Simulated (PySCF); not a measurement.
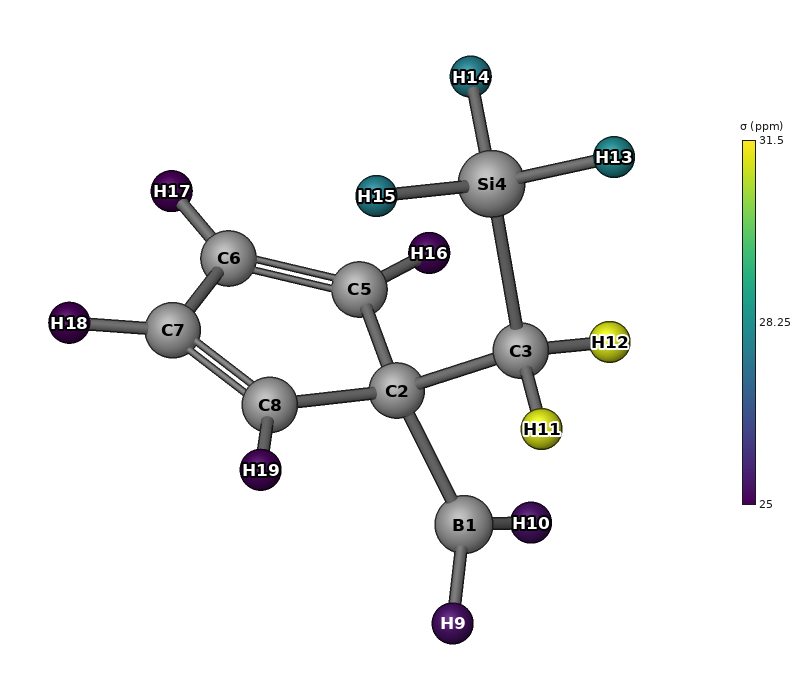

Atoms are coloured by their isotropic NMR shieldings (H only, the others grey). The computed structure is the end point of a GFN2-xTB optimisation. No frequency run is at hand to confirm it as a minimum. Level of theory: GIAO PBE0/pcSseg-1 NMR shielding, non-relativistic, gas phase (PySCF 2.14.0).

Q: Which H atom is the most shielded (lowest chemical shift)?

A: H11, H12 (31.12 ppm).

Q: Which H atom is the least shielded (highest chemical shift)?

A: H17, H18 (25.02 ppm).

Q: How wide is the range of H shifts?

A: 6.10 ppm.

List the isotropic NMR shieldings of the H atoms.

```tsv
atom	σ (ppm)
H9	25.29
H10	25.29
H11	31.12
H12	31.12
H13	28.02
H14	27.81
H15	27.82
H16	25.08
H17	25.02
H18	25.02
H19	25.08
```

The geometry is semi-empirical. Around B, Si such bond lengths and angles can be off by a tenth of an ångström or more and by several degrees, and values that hang on the shape move with them.
